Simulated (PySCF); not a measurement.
# BeH2Br−, a complex of two parts: interaction energy

What interaction energy should one expect for `[BeH2]` with `[Br-]`?

Programs: PySCF 2.14.0. All values are calculated, for the isolated system unless a continuum is named. Atoms count from 0, parts from 1.

### 1 Starting point

4 atoms, charge -1, multiplicity 1; geometry: GFN2-xTB. Parts: 1 = atoms 0–2, `[BeH2]`, charge 0; 2 = atom 3, `[Br-]`, charge -1.

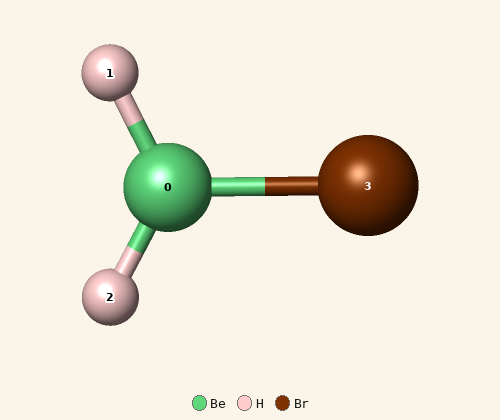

The starting geometry (beryllium green, hydrogen pink, bromine brown), atoms numbered.

### 2 Optimising the geometry at PBE0-D3(BJ)/def2-TZVPD

The job: settings as JSON, then the geometry in Å.

```
{"job": {"xc": "PBE0", "basis": "def2-TZVPD", "d3": "d3bj", "grid": 3, "kind": "geom", "shake": 0.01}, "charge": -1, "multiplicity": 1, "parts": [{"atoms": "0-2", "charge": 0, "multiplicity": 1}, {"atoms": "3-3", "charge": -1, "multiplicity": 1}]}
Be    -0.111298    -0.111389    -0.439054
H      0.129881     1.172741    -0.087553
H     -0.071702    -1.144428     0.369560
Br    -0.685789    -0.436604    -2.438375
```

Launch:

```console
> OMP_NUM_THREADS=1 python cluster_run.py task.json out
```

One launch serves the whole session: the jobs run in the order shown.

What it wrote:

```text
step   0  E = -2589.86858880  max force = 0.018468
step   1  E = -2589.87143195  max force = 0.002260
step   2  E = -2589.87145649  max force = 0.001158
step   3  E = -2589.87146272  max force = 0.000091
optimisation converged
```

Wall time 16 s (1 thread of Arm Neoverse N1, shared host); peak memory 0.43 GiB.

Along the way:

| step | energy from step 0 (eV) | largest force component (eV/Å) |
| --- | --- | --- |
| 0 | 0.0000 | 0.9497 |
| 1 | -0.0774 | 0.1162 |
| 2 | -0.0780 | 0.0595 |
| 3 | -0.0782 | 0.0047 |

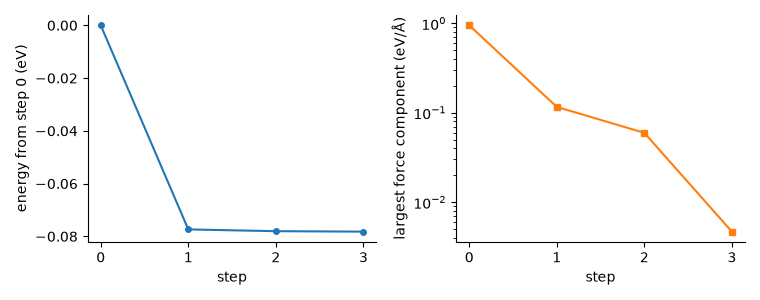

Energy and largest force along the relaxation.

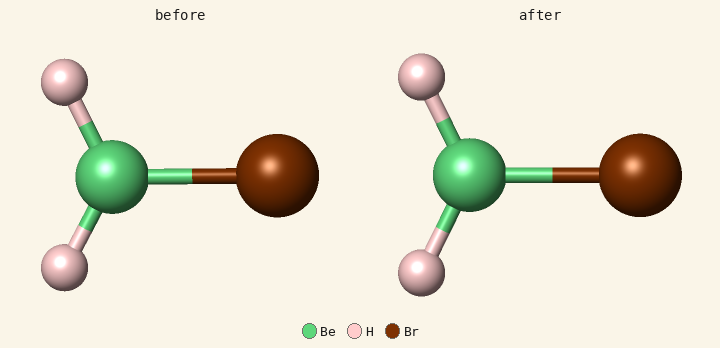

The geometry before (left) and after (right).

Close pairs (by a distance rule), those that changed most:

| bond | before (Å) | after (Å) | change (Å) |
| --- | --- | --- | --- |
| Be0–H2 | 1.312 | 1.395 | +0.082 |
| Be0–Br3 | 2.105 | 2.175 | +0.069 |
| Be0–H1 | 1.353 | 1.395 | +0.042 |

The end geometry stands in the next job.

| at the end point | value |
| --- | --- |
| point group (found at 0.08 Å tolerance) | C2v |
| rotational constants (GHz, main isotopes) | 159.8, 9.867, 9.293 |

Contacts at the end point (a selection, picked against the atoms' radii; other short pairs can be missing):

| atoms | distance (Å) | kind (by distance and angle) | angle (°) |
| --- | --- | --- | --- |
| Be0···Br3 | 2.17 | bonding distance | – |

Against the parts relaxed at this level the binding energy is -36.95 kcal/mol, without counterpoise.

### 3 Coupled-cluster interaction energy: CCSD(T) and MP2, 2.17 Å

The job: settings as JSON, then the geometry in Å.

```
{"job": {"kind": "intercc", "basis": "aug-cc-pVDZ", "basis_mid": "aug-cc-pVTZ", "basis_large": "aug-cc-pVQZ"}, "charge": -1, "multiplicity": 1, "parts": [{"atoms": "0-2", "charge": 0, "multiplicity": 1}, {"atoms": "3-3", "charge": -1, "multiplicity": 1}]}
Be    -0.132258    -0.066135    -0.432114
H      0.138863     1.258746    -0.091580
H     -0.079220    -1.189034     0.393320
Br    -0.707085    -0.424019    -2.498715
```

Level: CCSD(T)/aug-cc-pVDZ and MP2/aug-cc-pVTZ, aug-cc-pVQZ counterpoise interaction energy, frozen core, gas phase.

What it wrote:

```text
part 1, own basis, geometry of the cluster
final grid: 21776 points
cycle   1  E = -15.7271646055  dE = -1.952e-01  |g| = 1.598e-01  |ddm| = 2.594e+00
cycle   2  E = -15.7443578806  dE = -1.719e-02  |g| = 4.757e-02  |ddm| = 5.145e-01
cycle   3  E = -15.7464894076  dE = -2.132e-03  |g| = 7.306e-03  |ddm| = 2.168e-01
cycle   4  E = -15.7465558972  dE = -6.649e-05  |g| = 1.407e-03  |ddm| = 3.850e-02
cycle   5  E = -15.7465579750  dE = -2.078e-06  |g| = 1.502e-04  |ddm| = 7.694e-03
cycle   6  E = -15.7465579928  dE = -1.777e-08  |g| = 1.426e-05  |ddm| = 7.891e-04
cycle   7  E = -15.7465579929  dE = -1.608e-10  |g| = 1.770e-06  |ddm| = 1.109e-04
converged SCF energy = -15.7465579929

part 2, own basis, geometry of the cluster
final grid: 13080 points
cycle   1  E = -2572.5014404091  dE = -1.294e+00  |g| = 2.624e-01  |ddm| = 9.916e-01
cycle   2  E = -2572.5308395401  dE = -2.940e-02  |g| = 1.508e-01  |ddm| = 8.781e-01
cycle   3  E = -2572.5339723724  dE = -3.133e-03  |g| = 1.626e-02  |ddm| = 1.182e-01
cycle   4  E = -2572.5340365188  dE = -6.415e-05  |g| = 3.318e-03  |ddm| = 3.830e-02
cycle   5  E = -2572.5340449675  dE = -8.449e-06  |g| = 7.148e-04  |ddm| = 1.705e-02
cycle   6  E = -2572.5340453752  dE = -4.077e-07  |g| = 4.643e-05  |ddm| = 5.308e-03
cycle   7  E = -2572.5340453779  dE = -2.661e-09  |g| = 5.083e-06  |ddm| = 4.060e-04
cycle   8  E = -2572.5340453779  dE = -1.592e-11  |g| = 3.096e-07  |ddm| = 1.178e-05
converged SCF energy = -2572.5340453779

part 1, own basis, relaxed alone
final grid: 21776 points
cycle   1  E = -15.7556569465  dE = -1.973e-01  |g| = 1.535e-01  |ddm| = 2.679e+00
cycle   2  E = -15.7705661418  dE = -1.491e-02  |g| = 4.275e-02  |ddm| = 4.909e-01
cycle   3  E = -15.7719273781  dE = -1.361e-03  |g| = 2.800e-03  |ddm| = 1.945e-01
cycle   4  E = -15.7719336363  dE = -6.258e-06  |g| = 2.454e-04  |ddm| = 1.598e-02
cycle   5  E = -15.7719336776  dE = -4.132e-08  |g| = 2.423e-05  |ddm| = 2.085e-03
cycle   6  E = -15.7719336781  dE = -4.652e-10  |g| = 2.894e-06  |ddm| = 2.060e-04
converged SCF energy = -15.7719336781

part 2, own basis, relaxed alone: E = -2572.5340453779 (as before)

cluster
final grid: 4752 points
cycle   1  E = -2588.3426502586  dE = -5.675e-02  |g| = 1.106e-01  |ddm| = 1.490e+00
cycle   2  E = -2588.3494548918  dE = -6.805e-03  |g| = 3.996e-02  |ddm| = 3.531e-01
cycle   3  E = -2588.3505387930  dE = -1.084e-03  |g| = 1.695e-02  |ddm| = 1.105e-01
cycle   4  E = -2588.3508010198  dE = -2.622e-04  |g| = 2.811e-03  |ddm| = 7.965e-02
cycle   5  E = -2588.3508073595  dE = -6.340e-06  |g| = 9.926e-04  |ddm| = 9.886e-03
cycle   6  E = -2588.3508078809  dE = -5.213e-07  |g| = 1.745e-04  |ddm| = 3.133e-03
cycle   7  E = -2588.3508079131  dE = -3.223e-08  |g| = 3.215e-05  |ddm| = 9.128e-04
cycle   8  E = -2588.3508079143  dE = -1.264e-09  |g| = 6.916e-06  |ddm| = 1.720e-04
cycle   9  E = -2588.3508079144  dE = -5.366e-11  |g| = 1.183e-06  |ddm| = 5.384e-05
converged SCF energy = -2588.3508079144

part 1 in the basis of the cluster
final grid: 4752 points
cycle   1  E = -15.7465996774  dE = -5.258e-05  |g| = 1.456e-03  |ddm| = 2.340e-01
cycle   2  E = -15.7466004676  dE = -7.902e-07  |g| = 2.043e-04  |ddm| = 2.851e-02
cycle   3  E = -15.7466004902  dE = -2.261e-08  |g| = 1.838e-05  |ddm| = 4.769e-03
cycle   4  E = -15.7466004905  dE = -2.885e-10  |g| = 3.143e-06  |ddm| = 3.426e-04
converged SCF energy = -15.7466004905

part 2 in the basis of the cluster
final grid: 4752 points
cycle   1  E = -2572.5337130876  dE = -3.678e-05  |g| = 1.383e-03  |ddm| = 1.092e-01
cycle   2  E = -2572.5337139595  dE = -8.719e-07  |g| = 2.973e-04  |ddm| = 1.016e-02
cycle   3  E = -2572.5337140406  dE = -8.113e-08  |g| = 1.583e-04  |ddm| = 2.616e-03
cycle   4  E = -2572.5337140475  dE = -6.950e-09  |g| = 3.001e-05  |ddm| = 5.632e-04
cycle   5  E = -2572.5337140486  dE = -1.058e-09  |g| = 3.705e-06  |ddm| = 3.963e-04
cycle   6  E = -2572.5337140486  dE = -1.955e-11  |g| = 9.126e-07  |ddm| = 6.329e-05
converged SCF energy = -2572.5337140486

Interaction energy (kcal/mol)
  counterpoise      -49.602
  uncorrected       -52.596
  dispersion part     0.000
  deformation        15.061
  binding           -34.541

Decomposition of the uncorrected value (kcal/mol)
  electrostatic     -55.093
  Pauli              51.528
  orbital           -40.728
  dispersion          0.000
  correlation        -8.304

Charge of each part in the cluster: -0.133 -0.867
part 1, own basis, geometry of the cluster
final grid: 21776 points
cycle   1  E = -15.7280466493  dE = -1.959e-01  |g| = 1.627e-01  |ddm| = 2.711e+00
cycle   2  E = -15.7453460282  dE = -1.730e-02  |g| = 4.831e-02  |ddm| = 5.998e-01
cycle   3  E = -15.7474981925  dE = -2.152e-03  |g| = 7.440e-03  |ddm| = 2.531e-01
cycle   4  E = -15.7475663620  dE = -6.817e-05  |g| = 1.466e-03  |ddm| = 4.243e-02
cycle   5  E = -15.7475685541  dE = -2.192e-06  |g| = 1.663e-04  |ddm| = 8.343e-03
cycle   6  E = -15.7475685755  dE = -2.143e-08  |g| = 1.491e-05  |ddm| = 9.805e-04
cycle   7  E = -15.7475685757  dE = -1.627e-10  |g| = 1.843e-06  |ddm| = 1.025e-04
converged SCF energy = -15.7475685757

part 2, own basis, geometry of the cluster
final grid: 13080 points
cycle   1  E = -2572.5041343938  dE = -1.306e+00  |g| = 2.616e-01  |ddm| = 5.900e+00
cycle   2  E = -2572.5337167776  dE = -2.958e-02  |g| = 1.342e-01  |ddm| = 7.520e-01
cycle   3  E = -2572.5363053982  dE = -2.589e-03  |g| = 2.980e-02  |ddm| = 3.059e-01
cycle   4  E = -2572.5363795953  dE = -7.420e-05  |g| = 4.029e-03  |ddm| = 7.977e-02
cycle   5  E = -2572.5363898122  dE = -1.022e-05  |g| = 8.696e-04  |ddm| = 1.668e-02
cycle   6  E = -2572.5363903950  dE = -5.828e-07  |g| = 8.498e-05  |ddm| = 5.012e-03
cycle   7  E = -2572.5363904065  dE = -1.150e-08  |g| = 7.021e-06  |ddm| = 8.896e-04
cycle   8  E = -2572.5363904065  dE = -3.047e-11  |g| = 3.808e-07  |ddm| = 6.101e-05
converged SCF energy = -2572.5363904065

part 1, own basis, relaxed alone
final grid: 21776 points
cycle   1  E = -15.7566101352  dE = -1.980e-01  |g| = 1.549e-01  |ddm| = 2.848e+00
cycle   2  E = -15.7716270074  dE = -1.502e-02  |g| = 4.336e-02  |ddm| = 5.727e-01
cycle   3  E = -15.7730077034  dE = -1.381e-03  |g| = 2.828e-03  |ddm| = 2.411e-01
cycle   4  E = -15.7730139091  dE = -6.206e-06  |g| = 2.457e-04  |ddm| = 1.817e-02
cycle   5  E = -15.7730139510  dE = -4.190e-08  |g| = 2.670e-05  |ddm| = 2.173e-03
cycle   6  E = -15.7730139516  dE = -5.559e-10  |g| = 2.892e-06  |ddm| = 3.528e-04
converged SCF energy = -15.7730139516

part 2, own basis, relaxed alone: E = -2572.5363904065 (as before)

cluster
final grid: 4752 points
cycle   1  E = -2588.3461094568  dE = -5.684e-02  |g| = 1.167e-01  |ddm| = 1.506e+00
cycle   2  E = -2588.3529587529  dE = -6.849e-03  |g| = 4.356e-02  |ddm| = 3.515e-01
cycle   3  E = -2588.3540402669  dE = -1.082e-03  |g| = 1.801e-02  |ddm| = 1.081e-01
cycle   4  E = -2588.3543345397  dE = -2.943e-04  |g| = 3.375e-03  |ddm| = 8.575e-02
cycle   5  E = -2588.3543414504  dE = -6.911e-06  |g| = 1.287e-03  |ddm| = 1.181e-02
cycle   6  E = -2588.3543423718  dE = -9.215e-07  |g| = 1.942e-04  |ddm| = 4.841e-03
cycle   7  E = -2588.3543424112  dE = -3.937e-08  |g| = 3.497e-05  |ddm| = 9.654e-04
cycle   8  E = -2588.3543424127  dE = -1.449e-09  |g| = 7.746e-06  |ddm| = 2.169e-04
cycle   9  E = -2588.3543424127  dE = -7.685e-11  |g| = 1.390e-06  |ddm| = 6.471e-05
converged SCF energy = -2588.3543424127

part 1 in the basis of the cluster
final grid: 4752 points
cycle   1  E = -15.7475637686  dE = -4.621e-06  |g| = 3.876e-04  |ddm| = 1.005e-01
cycle   2  E = -15.7475638136  dE = -4.504e-08  |g| = 4.530e-05  |ddm| = 1.181e-02
cycle   3  E = -15.7475638147  dE = -1.037e-09  |g| = 4.578e-06  |ddm| = 1.907e-03
cycle   4  E = -15.7475638147  dE = -1.610e-11  |g| = 6.880e-07  |ddm| = 1.717e-04
converged SCF energy = -15.7475638147

part 2 in the basis of the cluster
final grid: 4752 points
cycle   1  E = -2572.5360413620  dE = -8.940e-06  |g| = 1.166e-03  |ddm| = 5.543e-02
cycle   2  E = -2572.5360419873  dE = -6.253e-07  |g| = 5.158e-04  |ddm| = 5.511e-03
cycle   3  E = -2572.5360420594  dE = -7.212e-08  |g| = 1.632e-04  |ddm| = 1.948e-03
cycle   4  E = -2572.5360420759  dE = -1.652e-08  |g| = 2.743e-05  |ddm| = 1.099e-03
cycle   5  E = -2572.5360420765  dE = -6.021e-10  |g| = 3.793e-06  |ddm| = 3.278e-04
converged SCF energy = -2572.5360420765

Interaction energy (kcal/mol)
  counterpoise      -50.299
  uncorrected       -52.474
  dispersion part     0.000
  deformation        15.164
  binding           -35.135

Decomposition of the uncorrected value (kcal/mol)
  electrostatic     -54.956
  Pauli              51.396
  orbital           -40.837
  dispersion          0.000
  correlation        -8.077

Charge of each part in the cluster: -0.133 -0.867
part 1 in the basis of the cluster: E(HF) = -15.743227701  E2 = -0.054085910  E(CCSD corr) = -0.071856793  (T) = -0.000577846
part 2 in the basis of the cluster: E(HF) = -2572.462747589  E2 = -0.150965036  E(CCSD corr) = -0.160099567  (T) = -0.004187615
cluster: E(HF) = -2588.274609992  E2 = -0.211268742  E(CCSD corr) = -0.236832988  (T) = -0.005574348

Counterpoise interaction energy (kcal/mol)
  hf_small                 -43.069
  mp2_small                -46.971
  ccsd_small               -46.129
  ccsdt_small              -46.637
  hf_large                 -44.388
  mp2_large                -50.299
  hf_middle                -44.235
  mp2_middle               -49.602
  scs_mp2_large            -48.828
  mp2_limit                -50.697
  ccsdt_less_mp2             0.334
  ccsdt_limit_estimate     -50.363
  bsse_mp2_large             2.174
```

Run time: 46 s. Hardware: 1 thread of Arm Neoverse N1, shared host; peak memory 0.45 GiB.

Contacts at this geometry (a selection, picked against the atoms' radii; other short pairs can be missing):

| atoms | distance (Å) | kind (by distance and angle) | angle (°) |
| --- | --- | --- | --- |
| Be0···Br3 | 2.17 | bonding distance | – |

Differences are taken before rounding.

| method | interaction energy (kcal/mol) | from CCSD(T), limit estimate (kcal/mol) |
| --- | --- | --- |
| HF/aug-cc-pVDZ | -43.07 | +7.29 |
| MP2/aug-cc-pVDZ | -46.97 | +3.39 |
| CCSD/aug-cc-pVDZ | -46.13 | +4.23 |
| CCSD(T)/aug-cc-pVDZ | -46.64 | +3.73 |
| HF/aug-cc-pVQZ | -44.39 | +5.98 |
| MP2/aug-cc-pVQZ | -50.30 | +0.06 |
| SCS-MP2/aug-cc-pVQZ | -48.83 | +1.54 |
| MP2, extrapolated | -50.70 | -0.33 |
| CCSD(T), limit estimate | -50.36 | 0 |

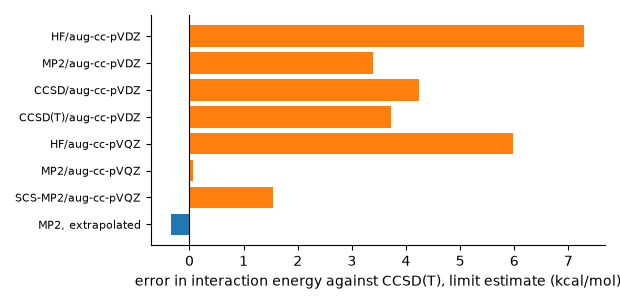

Error of each method against CCSD(T), limit estimate.

These energies keep the parts at their geometry in the cluster; deforming them to it costs 15.16 kcal/mol (MP2).

### 4 Coupled-cluster interaction energy: CCSD(T) and MP2, 2.28 Å

Same as in step 3 but for these lines:

```diff
@@ -4,2 +4,2 @@
 H     -0.079220    -1.189034     0.393320
-Br    -0.707085    -0.424019    -2.498715
+Br    -0.735826    -0.441913    -2.602045
```

With the program's defaults for keys left out, this is: CCSD(T)/aug-cc-pVDZ and MP2/aug-cc-pVTZ, aug-cc-pVQZ counterpoise interaction energy, frozen core, gas phase.

What it wrote:

```text
part 1, own basis, geometry of the cluster: E = -15.7465579929 (as before)

part 2, own basis, geometry of the cluster: E = -2572.5340453779 (as before)

part 1, own basis, relaxed alone: E = -15.7719336781 (as before)

part 2, own basis, relaxed alone: E = -2572.5340453779 (as before)

cluster
final grid: 4752 points
cycle   1  E = -2588.3433996164  dE = -4.776e-02  |g| = 9.939e-02  |ddm| = 1.285e+00
cycle   2  E = -2588.3493682585  dE = -5.969e-03  |g| = 3.661e-02  |ddm| = 3.127e-01
cycle   3  E = -2588.3503683043  dE = -1.000e-03  |g| = 1.591e-02  |ddm| = 1.039e-01
cycle   4  E = -2588.3506068647  dE = -2.386e-04  |g| = 2.780e-03  |ddm| = 7.295e-02
cycle   5  E = -2588.3506131094  dE = -6.245e-06  |g| = 9.849e-04  |ddm| = 9.314e-03
cycle   6  E = -2588.3506136798  dE = -5.704e-07  |g| = 1.688e-04  |ddm| = 3.131e-03
cycle   7  E = -2588.3506137105  dE = -3.070e-08  |g| = 2.996e-05  |ddm| = 8.436e-04
cycle   8  E = -2588.3506137116  dE = -1.106e-09  |g| = 6.262e-06  |ddm| = 1.661e-04
cycle   9  E = -2588.3506137117  dE = -5.593e-11  |g| = 1.154e-06  |ddm| = 4.699e-05
converged SCF energy = -2588.3506137117

part 1 in the basis of the cluster
final grid: 4752 points
cycle   1  E = -15.7465939977  dE = -4.685e-05  |g| = 1.365e-03  |ddm| = 2.264e-01
cycle   2  E = -15.7465946904  dE = -6.927e-07  |g| = 1.896e-04  |ddm| = 2.676e-02
cycle   3  E = -15.7465947096  dE = -1.917e-08  |g| = 1.664e-05  |ddm| = 4.379e-03
cycle   4  E = -15.7465947098  dE = -2.390e-10  |g| = 2.963e-06  |ddm| = 3.029e-04
converged SCF energy = -15.7465947098

part 2 in the basis of the cluster
final grid: 4752 points
cycle   1  E = -2572.5337188570  dE = -3.450e-05  |g| = 1.337e-03  |ddm| = 1.041e-01
cycle   2  E = -2572.5337196910  dE = -8.341e-07  |g| = 2.997e-04  |ddm| = 9.950e-03
cycle   3  E = -2572.5337197696  dE = -7.857e-08  |g| = 1.625e-04  |ddm| = 2.515e-03
cycle   4  E = -2572.5337197768  dE = -7.200e-09  |g| = 2.949e-05  |ddm| = 5.624e-04
cycle   5  E = -2572.5337197778  dE = -1.030e-09  |g| = 3.763e-06  |ddm| = 3.658e-04
cycle   6  E = -2572.5337197779  dE = -1.637e-11  |g| = 9.780e-07  |ddm| = 5.100e-05
converged SCF energy = -2572.5337197779

Interaction energy (kcal/mol)
  counterpoise      -48.962
  uncorrected       -51.579
  dispersion part     0.000
  deformation        15.061
  binding           -33.901

Decomposition of the uncorrected value (kcal/mol)
  electrostatic     -48.921
  Pauli              39.253
  orbital           -34.498
  dispersion          0.000
  correlation        -7.414

Charge of each part in the cluster: -0.128 -0.872
part 1, own basis, geometry of the cluster: E = -15.7475685757 (as before)

part 2, own basis, geometry of the cluster: E = -2572.5363904065 (as before)

part 1, own basis, relaxed alone: E = -15.7730139516 (as before)

part 2, own basis, relaxed alone: E = -2572.5363904065 (as before)

cluster
final grid: 4752 points
cycle   1  E = -2588.3468358153  dE = -4.781e-02  |g| = 1.042e-01  |ddm| = 1.295e+00
cycle   2  E = -2588.3528324331  dE = -5.997e-03  |g| = 3.956e-02  |ddm| = 3.098e-01
cycle   3  E = -2588.3538207195  dE = -9.883e-04  |g| = 1.697e-02  |ddm| = 1.012e-01
cycle   4  E = -2588.3540912571  dE = -2.705e-04  |g| = 3.357e-03  |ddm| = 7.913e-02
cycle   5  E = -2588.3540981713  dE = -6.914e-06  |g| = 1.253e-03  |ddm| = 1.141e-02
cycle   6  E = -2588.3540991326  dE = -9.613e-07  |g| = 1.887e-04  |ddm| = 4.759e-03
cycle   7  E = -2588.3540991700  dE = -3.748e-08  |g| = 3.265e-05  |ddm| = 9.177e-04
cycle   8  E = -2588.3540991713  dE = -1.265e-09  |g| = 6.980e-06  |ddm| = 2.048e-04
cycle   9  E = -2588.3540991714  dE = -6.139e-11  |g| = 1.499e-06  |ddm| = 5.414e-05
converged SCF energy = -2588.3540991714

part 1 in the basis of the cluster
final grid: 4752 points
cycle   1  E = -15.7475631030  dE = -3.978e-06  |g| = 3.576e-04  |ddm| = 9.970e-02
cycle   2  E = -15.7475631439  dE = -4.082e-08  |g| = 4.306e-05  |ddm| = 1.144e-02
cycle   3  E = -15.7475631448  dE = -9.347e-10  |g| = 4.152e-06  |ddm| = 1.786e-03
converged SCF energy = -15.7475631448

part 2 in the basis of the cluster
final grid: 4752 points
cycle   1  E = -2572.5360488203  dE = -8.608e-06  |g| = 1.144e-03  |ddm| = 5.142e-02
cycle   2  E = -2572.5360494262  dE = -6.059e-07  |g| = 5.055e-04  |ddm| = 5.117e-03
cycle   3  E = -2572.5360494962  dE = -6.999e-08  |g| = 1.605e-04  |ddm| = 1.868e-03
cycle   4  E = -2572.5360495123  dE = -1.613e-08  |g| = 2.696e-05  |ddm| = 1.018e-03
cycle   5  E = -2572.5360495129  dE = -5.962e-10  |g| = 3.909e-06  |ddm| = 2.983e-04
converged SCF energy = -2572.5360495129

Interaction energy (kcal/mol)
  counterpoise      -49.499
  uncorrected       -51.364
  dispersion part     0.000
  deformation        15.164
  binding           -34.335

Decomposition of the uncorrected value (kcal/mol)
  electrostatic     -48.820
  Pauli              39.137
  orbital           -34.556
  dispersion          0.000
  correlation        -7.125

Charge of each part in the cluster: -0.128 -0.872
part 1 in the basis of the cluster: E(HF) = -15.743205397  E2 = -0.054048442  E(CCSD corr) = -0.071821439  (T) = -0.000576710
part 2 in the basis of the cluster: E(HF) = -2572.462733780  E2 = -0.150456830  E(CCSD corr) = -0.159542766  (T) = -0.004117982
cluster: E(HF) = -2588.274692270  E2 = -0.210380878  E(CCSD corr) = -0.236048605  (T) = -0.005522298

Counterpoise interaction energy (kcal/mol)
  hf_small                 -43.143
  mp2_small                -46.830
  ccsd_small               -46.083
  ccsdt_small              -46.602
  hf_large                 -44.231
  mp2_large                -49.499
  hf_middle                -44.113
  mp2_middle               -48.962
  scs_mp2_large            -48.193
  mp2_limit                -49.805
  ccsdt_less_mp2             0.228
  ccsdt_limit_estimate     -49.577
  bsse_mp2_large             1.865
```

Wall time 43 s (1 thread of Arm Neoverse N1, shared host); peak memory 0.5 GiB.

Contacts at this geometry (a selection, picked against the atoms' radii; other short pairs can be missing):

| atoms | distance (Å) | kind (by distance and angle) | angle (°) |
| --- | --- | --- | --- |
| Be0···Br3 | 2.28 | bonding distance | – |

Differences are taken before rounding.

| method | interaction energy (kcal/mol) | from CCSD(T), limit estimate (kcal/mol) |
| --- | --- | --- |
| HF/aug-cc-pVDZ | -43.14 | +6.43 |
| MP2/aug-cc-pVDZ | -46.83 | +2.75 |
| CCSD/aug-cc-pVDZ | -46.08 | +3.49 |
| CCSD(T)/aug-cc-pVDZ | -46.60 | +2.98 |
| HF/aug-cc-pVQZ | -44.23 | +5.35 |
| MP2/aug-cc-pVQZ | -49.50 | +0.08 |
| SCS-MP2/aug-cc-pVQZ | -48.19 | +1.38 |
| MP2, extrapolated | -49.81 | -0.23 |
| CCSD(T), limit estimate | -49.58 | 0 |

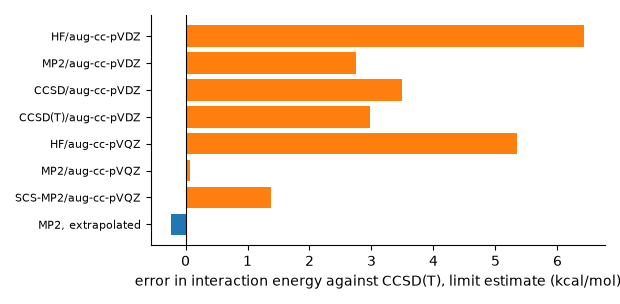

Deviations from CCSD(T), limit estimate, method by method.

These energies keep the parts at their geometry in the cluster; deforming them to it costs 15.16 kcal/mol (MP2).

(Part 1 of 3 ends here.)
